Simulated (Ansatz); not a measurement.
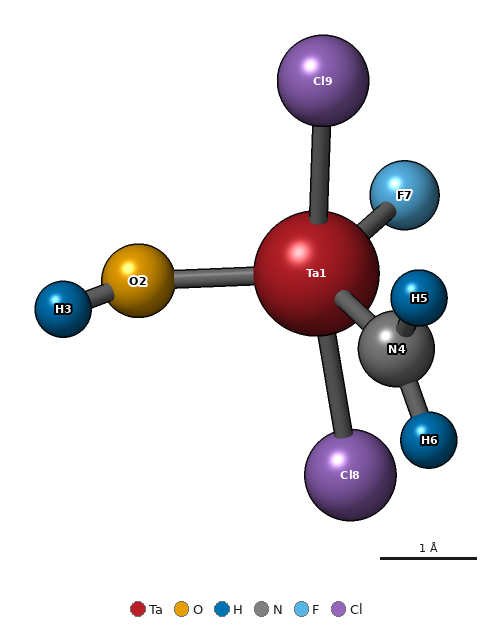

Fig. 1: The starting structure (ball-and-stick view, seen at a tilt; atoms are numbered from 1 in the order of the input). Sticks mark near contacts. Bond lengths as drawn: Cl–Ta 2.35 Å, F–Ta 1.88 Å, H–N 1.02 Å, H–O 0.96 Å, N–Ta 1.97 Å and O–Ta 1.87 Å.

# Run report: TaNH₃Cl₂OF, molecular dynamics (part 1 of 2)

The run: molecular dynamics of TaNH₃Cl₂OF. Method and program: RKS PBE0-D4/def2-SVP (Ansatz 0.2.0).

It belongs to a series of runs on one base structure; here: dynamics from the start. Figures and captions count atoms from 1; the log counts them from 0 in places.

What the program printed:
```
Engine: ansatz 0.2.0, x86_64-unknown-linux-gnu
Functional definition: PBE0
  parameter a = 0.25
  parameter kappa = 0.804
  parameter beta = 0.06672455060314922
  exchange = (1 - a)*pbe_x(kappa = kappa, mu = beta*pi^2/3) + a*exact_x
  correlation = pbe_c(beta = beta)
1298 factors; integrals over basis functions are off by at most 3.0e-4 eV
mean field evaluation 1: about -32867.7993 eV, gradient 7.9e1 eV
mean field evaluation 2: about -32772.8395 eV, gradient 2.1e2 eV
mean field evaluation 4: about -32879.3956 eV, gradient 1.3e1 eV
mean field evaluation 8: about -32879.8200 eV, gradient 9.0e-1 eV
mean field evaluation 16: about -32879.8218 eV, gradient 7.5e-5 eV
mean field -32879.82175449 eV, -1208.3111627340 hartree, gradient 7.7e-5 eV, S^2 0.000000; 0 other end points of the search recorded, 0 dependent functions left out
the calculation of the forces begins
reference -32879.82180230 eV, -1208.3111644907 hartree; 37, 37 occupied and 88, 88 virtual orbitals, 1298 factors
md step     0: t =     0.00 fs  T =   177.8 K  F+E_penalty+E_count = -32880.02787218 eV  E_kin = 0.206816 eV  (30 SCF iters)
these checks for a lower state are left out or cut short: starts, cluster_reference, orbital_swaps, neighbouring_geometries, increment
1298 factors; integrals over basis functions are off by at most 3.0e-4 eV
mean field -32879.81197322 eV, -1208.3108032790 hartree, gradient 2.0e-5 eV, S^2 0.000000; 0 other end points of the search recorded, 0 dependent functions left out
the calculation of the forces begins
reference -32879.81202112 eV, -1208.3108050393 hartree; 37, 37 occupied and 88, 88 virtual orbitals, 1298 factors
md step     1: t =     1.00 fs  T =   190.1 K  F+E_penalty+E_count = -32880.01806678 eV  E_kin = 0.221193 eV  (33 SCF iters, 3 dispersion substeps)
[... from here on the SCF iterations and repeated set-up lines of each step are left out, up to the last step ...]
md step     2: t =     2.00 fs  T =   203.1 K  F+E_penalty+E_count = -32880.00171145 eV  E_kin = 0.236248 eV  (33 SCF iters, 3 dispersion substeps)
md step     3: t =     3.00 fs  T =   200.9 K  F+E_penalty+E_count = -32879.99847527 eV  E_kin = 0.233685 eV  (33 SCF iters, 3 dispersion substeps)
md step     4: t =     4.00 fs  T =   202.5 K  F+E_penalty+E_count = -32880.00079422 eV  E_kin = 0.235565 eV  (33 SCF iters, 3 dispersion substeps)
md step     5: t =     5.00 fs  T =   188.5 K  F+E_penalty+E_count = -32879.98169147 eV  E_kin = 0.219280 eV  (33 SCF iters, 3 dispersion substeps)
md step     6: t =     6.00 fs  T =   164.6 K  F+E_penalty+E_count = -32879.94898898 eV  E_kin = 0.191519 eV  (33 SCF iters, 3 dispersion substeps)
md step     7: t =     7.00 fs  T =   154.1 K  F+E_penalty+E_count = -32879.93670186 eV  E_kin = 0.179306 eV  (33 SCF iters, 3 dispersion substeps)
md step     8: t =     8.00 fs  T =   150.8 K  F+E_penalty+E_count = -32879.94074133 eV  E_kin = 0.175471 eV  (34 SCF iters, 3 dispersion substeps)
md step     9: t =     9.00 fs  T =   148.2 K  F+E_penalty+E_count = -32879.92810106 eV  E_kin = 0.172435 eV  (34 SCF iters, 3 dispersion substeps)
md step    10: t =    10.00 fs  T =   116.4 K  F+E_penalty+E_count = -32879.89231871 eV  E_kin = 0.135374 eV  (34 SCF iters, 3 dispersion substeps)
md step    11: t =    11.00 fs  T =   109.0 K  F+E_penalty+E_count = -32879.86912458 eV  E_kin = 0.126812 eV  (34 SCF iters, 3 dispersion substeps)
md step    12: t =    12.00 fs  T =   126.8 K  F+E_penalty+E_count = -32879.87979386 eV  E_kin = 0.147454 eV  (35 SCF iters, 3 dispersion substeps)
md step    13: t =    13.00 fs  T =   120.6 K  F+E_penalty+E_count = -32879.87841959 eV  E_kin = 0.140262 eV  (34 SCF iters, 3 dispersion substeps)
md step    14: t =    14.00 fs  T =   125.1 K  F+E_penalty+E_count = -32879.85564393 eV  E_kin = 0.145588 eV  (34 SCF iters, 3 dispersion substeps)
md step    15: t =    15.00 fs  T =   134.6 K  F+E_penalty+E_count = -32879.84441145 eV  E_kin = 0.156545 eV  (34 SCF iters, 3 dispersion substeps)
md step    16: t =    16.00 fs  T =   146.2 K  F+E_penalty+E_count = -32879.85630177 eV  E_kin = 0.170062 eV  (34 SCF iters, 3 dispersion substeps)
md step    17: t =    17.00 fs  T =   178.0 K  F+E_penalty+E_count = -32879.87191259 eV  E_kin = 0.207049 eV  (31 SCF iters, 3 dispersion substeps)
md step    18: t =    18.00 fs  T =   137.3 K  F+E_penalty+E_count = -32879.87002566 eV  E_kin = 0.159750 eV  (34 SCF iters, 3 dispersion substeps)
md step    19: t =    19.00 fs  T =   141.6 K  F+E_penalty+E_count = -32879.86449803 eV  E_kin = 0.164778 eV  (34 SCF iters, 3 dispersion substeps)
md step    20: t =    20.00 fs  T =   126.2 K  F+E_penalty+E_count = -32879.87668362 eV  E_kin = 0.146831 eV  (34 SCF iters, 3 dispersion substeps)
md step    21: t =    21.00 fs  T =   141.8 K  F+E_penalty+E_count = -32879.89897305 eV  E_kin = 0.164916 eV  (35 SCF iters, 3 dispersion substeps)
md step    22: t =    22.00 fs  T =   172.0 K  F+E_penalty+E_count = -32879.90199661 eV  E_kin = 0.200142 eV  (34 SCF iters, 3 dispersion substeps)
md step    23: t =    23.00 fs  T =   170.1 K  F+E_penalty+E_count = -32879.88718652 eV  E_kin = 0.197908 eV  (34 SCF iters, 3 dispersion substeps)
md step    24: t =    24.00 fs  T =   197.4 K  F+E_penalty+E_count = -32879.88913419 eV  E_kin = 0.229690 eV  (34 SCF iters, 3 dispersion substeps)
md step    25: t =    25.00 fs  T =   215.8 K  F+E_penalty+E_count = -32879.90915126 eV  E_kin = 0.251069 eV  (35 SCF iters, 3 dispersion substeps)
md step    26: t =    26.00 fs  T =   205.5 K  F+E_penalty+E_count = -32879.91871866 eV  E_kin = 0.239098 eV  (34 SCF iters, 3 dispersion substeps)
md step    27: t =    27.00 fs  T =   167.6 K  F+E_penalty+E_count = -32879.89302687 eV  E_kin = 0.194976 eV  (34 SCF iters, 3 dispersion substeps)
md step    28: t =    28.00 fs  T =   138.7 K  F+E_penalty+E_count = -32879.86099051 eV  E_kin = 0.161316 eV  (34 SCF iters, 3 dispersion substeps)
md step    29: t =    29.00 fs  T =   138.1 K  F+E_penalty+E_count = -32879.87947356 eV  E_kin = 0.160648 eV  (33 SCF iters, 3 dispersion substeps)
md step    30: t =    30.00 fs  T =   186.1 K  F+E_penalty+E_count = -32879.90401686 eV  E_kin = 0.216518 eV  (33 SCF iters, 3 dispersion substeps)
md step    31: t =    31.00 fs  T =   171.9 K  F+E_penalty+E_count = -32879.88434883 eV  E_kin = 0.200014 eV  (34 SCF iters, 3 dispersion substeps)
md step    32: t =    32.00 fs  T =   162.0 K  F+E_penalty+E_count = -32879.85490506 eV  E_kin = 0.188495 eV  (34 SCF iters, 3 dispersion substeps)
md step    33: t =    33.00 fs  T =   175.3 K  F+E_penalty+E_count = -32879.85568699 eV  E_kin = 0.203934 eV  (34 SCF iters, 3 dispersion substeps)
md step    34: t =    34.00 fs  T =   192.4 K  F+E_penalty+E_count = -32879.88366106 eV  E_kin = 0.223866 eV  (34 SCF iters, 3 dispersion substeps)
md step    35: t =    35.00 fs  T =   205.5 K  F+E_penalty+E_count = -32879.90811872 eV  E_kin = 0.239024 eV  (34 SCF iters, 3 dispersion substeps)
md step    36: t =    36.00 fs  T =   229.0 K  F+E_penalty+E_count = -32879.89676721 eV  E_kin = 0.266441 eV  (32 SCF iters, 3 dispersion substeps)
md step    37: t =    37.00 fs  T =   189.8 K  F+E_penalty+E_count = -32879.87716730 eV  E_kin = 0.220764 eV  (35 SCF iters, 3 dispersion substeps)
md step    38: t =    38.00 fs  T =   217.3 K  F+E_penalty+E_count = -32879.89537079 eV  E_kin = 0.252743 eV  (34 SCF iters, 3 dispersion substeps)
md step    39: t =    39.00 fs  T =   230.2 K  F+E_penalty+E_count = -32879.92039804 eV  E_kin = 0.267795 eV  (34 SCF iters, 3 dispersion substeps)
md step    40: t =    40.00 fs  T =   213.7 K  F+E_penalty+E_count = -32879.91171340 eV  E_kin = 0.248588 eV  (34 SCF iters, 3 dispersion substeps)
md step    41: t =    41.00 fs  T =   196.0 K  F+E_penalty+E_count = -32879.88929309 eV  E_kin = 0.227968 eV  (34 SCF iters, 3 dispersion substeps)
md step    42: t =    42.00 fs  T =   169.9 K  F+E_penalty+E_count = -32879.89181188 eV  E_kin = 0.197610 eV  (33 SCF iters, 3 dispersion substeps)
md step    43: t =    43.00 fs  T =   197.9 K  F+E_penalty+E_count = -32879.92161007 eV  E_kin = 0.230283 eV  (34 SCF iters, 3 dispersion substeps)
md step    44: t =    44.00 fs  T =   207.8 K  F+E_penalty+E_count = -32879.93639213 eV  E_kin = 0.241704 eV  (33 SCF iters, 3 dispersion substeps)
md step    45: t =    45.00 fs  T =   163.4 K  F+E_penalty+E_count = -32879.90921440 eV  E_kin = 0.190036 eV  (34 SCF iters, 3 dispersion substeps)
md step    46: t =    46.00 fs  T =   160.9 K  F+E_penalty+E_count = -32879.88852746 eV  E_kin = 0.187145 eV  (33 SCF iters, 3 dispersion substeps)
md step    47: t =    47.00 fs  T =   187.4 K  F+E_penalty+E_count = -32879.91421468 eV  E_kin = 0.217991 eV  (33 SCF iters, 3 dispersion substeps)
md step    48: t =    48.00 fs  T =   175.7 K  F+E_penalty+E_count = -32879.93140111 eV  E_kin = 0.204364 eV  (33 SCF iters, 3 dispersion substeps)
md step    49: t =    49.00 fs  T =   136.5 K  F+E_penalty+E_count = -32879.89999698 eV  E_kin = 0.158773 eV  (33 SCF iters, 3 dispersion substeps)
md step    50: t =    50.00 fs  T =   106.6 K  F+E_penalty+E_count = -32879.85778461 eV  E_kin = 0.124024 eV  (34 SCF iters, 3 dispersion substeps)
md step    51: t =    51.00 fs  T =   100.6 K  F+E_penalty+E_count = -32879.85945446 eV  E_kin = 0.117037 eV  (33 SCF iters, 3 dispersion substeps)
md step    52: t =    52.00 fs  T =   120.5 K  F+E_penalty+E_count = -32879.89499742 eV  E_kin = 0.140129 eV  (34 SCF iters, 3 dispersion substeps)
md step    53: t =    53.00 fs  T =   124.3 K  F+E_penalty+E_count = -32879.90402555 eV  E_kin = 0.144561 eV  (34 SCF iters, 3 dispersion substeps)
md step    54: t =    54.00 fs  T =   101.3 K  F+E_penalty+E_count = -32879.86183629 eV  E_kin = 0.117861 eV  (34 SCF iters, 3 dispersion substeps)
md step    55: t =    55.00 fs  T =    83.6 K  F+E_penalty+E_count = -32879.83431762 eV  E_kin = 0.097274 eV  (33 SCF iters, 3 dispersion substeps)
md step    56: t =    56.00 fs  T =   103.6 K  F+E_penalty+E_count = -32879.86672983 eV  E_kin = 0.120529 eV  (34 SCF iters, 3 dispersion substeps)
md step    57: t =    57.00 fs  T =   124.4 K  F+E_penalty+E_count = -32879.88929679 eV  E_kin = 0.144728 eV  (34 SCF iters, 3 dispersion substeps)
md step    58: t =    58.00 fs  T =   117.4 K  F+E_penalty+E_count = -32879.85287259 eV  E_kin = 0.136548 eV  (34 SCF iters, 3 dispersion substeps)
md step    59: t =    59.00 fs  T =    74.8 K  F+E_penalty+E_count = -32879.80801441 eV  E_kin = 0.087031 eV  (34 SCF iters, 3 dispersion substeps)
md step    60: t =    60.00 fs  T =    95.0 K  F+E_penalty+E_count = -32879.81849263 eV  E_kin = 0.110486 eV  (34 SCF iters, 3 dispersion substeps)
md step    61: t =    61.00 fs  T =   157.0 K  F+E_penalty+E_count = -32879.86836939 eV  E_kin = 0.182636 eV  (34 SCF iters, 3 dispersion substeps)
md step    62: t =    62.00 fs  T =   190.2 K  F+E_penalty+E_count = -32879.88452588 eV  E_kin = 0.221285 eV  (34 SCF iters, 3 dispersion substeps)
md step    63: t =    63.00 fs  T =   163.1 K  F+E_penalty+E_count = -32879.83471509 eV  E_kin = 0.189729 eV  (34 SCF iters, 3 dispersion substeps)
md step    64: t =    64.00 fs  T =   157.1 K  F+E_penalty+E_count = -32879.80200674 eV  E_kin = 0.182793 eV  (34 SCF iters, 3 dispersion substeps)
md step    65: t =    65.00 fs  T =   195.5 K  F+E_penalty+E_count = -32879.85776741 eV  E_kin = 0.227388 eV  (34 SCF iters, 3 dispersion substeps)
md step    66: t =    66.00 fs  T =   231.5 K  F+E_penalty+E_count = -32879.90513789 eV  E_kin = 0.269350 eV  (33 SCF iters, 3 dispersion substeps)
md step    67: t =    67.00 fs  T =   210.2 K  F+E_penalty+E_count = -32879.87219494 eV  E_kin = 0.244562 eV  (33 SCF iters, 3 dispersion substeps)
md step    68: t =    68.00 fs  T =   185.5 K  F+E_penalty+E_count = -32879.81740497 eV  E_kin = 0.215786 eV  (34 SCF iters, 3 dispersion substeps)
md step    69: t =    69.00 fs  T =   175.6 K  F+E_penalty+E_count = -32879.81096466 eV  E_kin = 0.204229 eV  (34 SCF iters, 3 dispersion substeps)
md step    70: t =    70.00 fs  T =   200.7 K  F+E_penalty+E_count = -32879.85128672 eV  E_kin = 0.233440 eV  (34 SCF iters, 3 dispersion substeps)
md step    71: t =    71.00 fs  T =   197.2 K  F+E_penalty+E_count = -32879.88580281 eV  E_kin = 0.229417 eV  (34 SCF iters, 3 dispersion substeps)
md step    72: t =    72.00 fs  T =   184.7 K  F+E_penalty+E_count = -32879.86126763 eV  E_kin = 0.214860 eV  (34 SCF iters, 3 dispersion substeps)
md step    73: t =    73.00 fs  T =   164.7 K  F+E_penalty+E_count = -32879.80864528 eV  E_kin = 0.191588 eV  (34 SCF iters, 3 dispersion substeps)
md step    74: t =    74.00 fs  T =   167.7 K  F+E_penalty+E_count = -32879.82568661 eV  E_kin = 0.195122 eV  (34 SCF iters, 3 dispersion substeps)
md step    75: t =    75.00 fs  T =   183.6 K  F+E_penalty+E_count = -32879.87387169 eV  E_kin = 0.213544 eV  (32 SCF iters, 3 dispersion substeps)
md step    76: t =    76.00 fs  T =   198.9 K  F+E_penalty+E_count = -32879.86234565 eV  E_kin = 0.231426 eV  (34 SCF iters, 3 dispersion substeps)
md step    77: t =    77.00 fs  T =   124.6 K  F+E_penalty+E_count = -32879.81999673 eV  E_kin = 0.144934 eV  (35 SCF iters, 3 dispersion substeps)
md step    78: t =    78.00 fs  T =   123.0 K  F+E_penalty+E_count = -32879.81486195 eV  E_kin = 0.143105 eV  (35 SCF iters, 3 dispersion substeps)
md step    79: t =    79.00 fs  T =   149.5 K  F+E_penalty+E_count = -32879.84617097 eV  E_kin = 0.173945 eV  (34 SCF iters, 3 dispersion substeps)
md step    80: t =    80.00 fs  T =   166.5 K  F+E_penalty+E_count = -32879.87465729 eV  E_kin = 0.193745 eV  (35 SCF iters, 3 dispersion substeps)
md step    81: t =    81.00 fs  T =   176.0 K  F+E_penalty+E_count = -32879.86841299 eV  E_kin = 0.204709 eV  (35 SCF iters, 3 dispersion substeps)
md step    82: t =    82.00 fs  T =   165.7 K  F+E_penalty+E_count = -32879.85074280 eV  E_kin = 0.192770 eV  (35 SCF iters, 3 dispersion substeps)
md step    83: t =    83.00 fs  T =   187.6 K  F+E_penalty+E_count = -32879.88392013 eV  E_kin = 0.218219 eV  (34 SCF iters, 3 dispersion substeps)
md step    84: t =    84.00 fs  T =   211.5 K  F+E_penalty+E_count = -32879.91493666 eV  E_kin = 0.246091 eV  (34 SCF iters, 3 dispersion substeps)
md step    85: t =    85.00 fs  T =   201.4 K  F+E_penalty+E_count = -32879.89859526 eV  E_kin = 0.234350 eV  (34 SCF iters, 3 dispersion substeps)
md step    86: t =    86.00 fs  T =   189.6 K  F+E_penalty+E_count = -32879.88372297 eV  E_kin = 0.220532 eV  (34 SCF iters, 3 dispersion substeps)
md step    87: t =    87.00 fs  T =   182.2 K  F+E_penalty+E_count = -32879.89239440 eV  E_kin = 0.212018 eV  (34 SCF iters, 3 dispersion substeps)
md step    88: t =    88.00 fs  T =   258.5 K  F+E_penalty+E_count = -32879.92252781 eV  E_kin = 0.300739 eV  (34 SCF iters, 3 dispersion substeps)
md step    89: t =    89.00 fs  T =   298.4 K  F+E_penalty+E_count = -32879.92553059 eV  E_kin = 0.347086 eV  (34 SCF iters, 3 dispersion substeps)
md step    90: t =    90.00 fs  T =   249.1 K  F+E_penalty+E_count = -32879.86236159 eV  E_kin = 0.289813 eV  (34 SCF iters, 3 dispersion substeps)
md step    91: t =    91.00 fs  T =   233.3 K  F+E_penalty+E_count = -32879.83259537 eV  E_kin = 0.271399 eV  (34 SCF iters, 3 dispersion substeps)
md step    92: t =    92.00 fs  T =   259.5 K  F+E_penalty+E_count = -32879.89134974 eV  E_kin = 0.301857 eV  (34 SCF iters, 3 dispersion substeps)
md step    93: t =    93.00 fs  T =   274.4 K  F+E_penalty+E_count = -32879.92059123 eV  E_kin = 0.319274 eV  (34 SCF iters, 3 dispersion substeps)
md step    94: t =    94.00 fs  T =   229.4 K  F+E_penalty+E_count = -32879.86148387 eV  E_kin = 0.266900 eV  (33 SCF iters, 3 dispersion substeps)
md step    95: t =    95.00 fs  T =   205.2 K  F+E_penalty+E_count = -32879.80204528 eV  E_kin = 0.238750 eV  (34 SCF iters, 3 dispersion substeps)
md step    96: t =    96.00 fs  T =   204.3 K  F+E_penalty+E_count = -32879.80801687 eV  E_kin = 0.237666 eV  (33 SCF iters, 3 dispersion substeps)
md step    97: t =    97.00 fs  T =   228.8 K  F+E_penalty+E_count = -32879.83800665 eV  E_kin = 0.266161 eV  (34 SCF iters, 3 dispersion substeps)
md step    98: t =    98.00 fs  T =   218.4 K  F+E_penalty+E_count = -32879.84106851 eV  E_kin = 0.254075 eV  (34 SCF iters, 3 dispersion substeps)
md step    99: t =    99.00 fs  T =   193.1 K  F+E_penalty+E_count = -32879.80599661 eV  E_kin = 0.224646 eV  (35 SCF iters, 3 dispersion substeps)
md step   100: t =   100.00 fs  T =   180.9 K  F+E_penalty+E_count = -32879.77341729 eV  E_kin = 0.210486 eV  (34 SCF iters, 3 dispersion substeps)
md step   101: t =   101.00 fs  T =   187.4 K  F+E_penalty+E_count = -32879.80167370 eV  E_kin = 0.218065 eV  (34 SCF iters, 3 dispersion substeps)
md step   102: t =   102.00 fs  T =   181.3 K  F+E_penalty+E_count = -32879.82217899 eV  E_kin = 0.210947 eV  (35 SCF iters, 3 dispersion substeps)
md step   103: t =   103.00 fs  T =   159.3 K  F+E_penalty+E_count = -32879.79465759 eV  E_kin = 0.185354 eV  (35 SCF iters, 3 dispersion substeps)
md step   104: t =   104.00 fs  T =   150.5 K  F+E_penalty+E_count = -32879.76513786 eV  E_kin = 0.175134 eV  (35 SCF iters, 3 dispersion substeps)
md step   105: t =   105.00 fs  T =   138.4 K  F+E_penalty+E_count = -32879.75804352 eV  E_kin = 0.161049 eV  (35 SCF iters, 3 dispersion substeps)
md step   106: t =   106.00 fs  T =   162.7 K  F+E_penalty+E_count = -32879.77565429 eV  E_kin = 0.189263 eV  (34 SCF iters, 3 dispersion substeps)
md step   107: t =   107.00 fs  T =   204.6 K  F+E_penalty+E_count = -32879.80069091 eV  E_kin = 0.238032 eV  (35 SCF iters, 3 dispersion substeps)
md step   108: t =   108.00 fs  T =   187.5 K  F+E_penalty+E_count = -32879.78609534 eV  E_kin = 0.218169 eV  (35 SCF iters, 3 dispersion substeps)
md step   109: t =   109.00 fs  T =   181.2 K  F+E_penalty+E_count = -32879.76425324 eV  E_kin = 0.210834 eV  (35 SCF iters, 3 dispersion substeps)
md step   110: t =   110.00 fs  T =   218.5 K  F+E_penalty+E_count = -32879.77635165 eV  E_kin = 0.254180 eV  (35 SCF iters, 3 dispersion substeps)
md step   111: t =   111.00 fs  T =   217.7 K  F+E_penalty+E_count = -32879.78784918 eV  E_kin = 0.253213 eV  (35 SCF iters, 3 dispersion substeps)
md step   112: t =   112.00 fs  T =   232.9 K  F+E_penalty+E_count = -32879.79148371 eV  E_kin = 0.270938 eV  (34 SCF iters, 3 dispersion substeps)
md step   113: t =   113.00 fs  T =   212.2 K  F+E_penalty+E_count = -32879.78379829 eV  E_kin = 0.246831 eV  (34 SCF iters, 3 dispersion substeps)
md step   114: t =   114.00 fs  T =   207.4 K  F+E_penalty+E_count = -32879.76195106 eV  E_kin = 0.241246 eV  (32 SCF iters, 3 dispersion substeps)
md step   115: t =   115.00 fs  T =   189.3 K  F+E_penalty+E_count = -32879.74119385 eV  E_kin = 0.220173 eV  (35 SCF iters, 3 dispersion substeps)
md step   116: t =   116.00 fs  T =   167.0 K  F+E_penalty+E_count = -32879.73822211 eV  E_kin = 0.194248 eV  (35 SCF iters, 3 dispersion substeps)
md step   117: t =   117.00 fs  T =   145.9 K  F+E_penalty+E_count = -32879.74319707 eV  E_kin = 0.169754 eV  (34 SCF iters, 3 dispersion substeps)
md step   118: t =   118.00 fs  T =   150.9 K  F+E_penalty+E_count = -32879.73946076 eV  E_kin = 0.175569 eV  (34 SCF iters, 3 dispersion substeps)
md step   119: t =   119.00 fs  T =   142.3 K  F+E_penalty+E_count = -32879.71923284 eV  E_kin = 0.165549 eV  (35 SCF iters, 3 dispersion substeps)
md step   120: t =   120.00 fs  T =   134.7 K  F+E_penalty+E_count = -32879.69780940 eV  E_kin = 0.156705 eV  (34 SCF iters, 3 dispersion substeps)
md step   121: t =   121.00 fs  T =   133.8 K  F+E_penalty+E_count = -32879.71044495 eV  E_kin = 0.155695 eV  (34 SCF iters, 3 dispersion substeps)
md step   122: t =   122.00 fs  T =   142.0 K  F+E_penalty+E_count = -32879.73637917 eV  E_kin = 0.165188 eV  (34 SCF iters, 3 dispersion substeps)
```
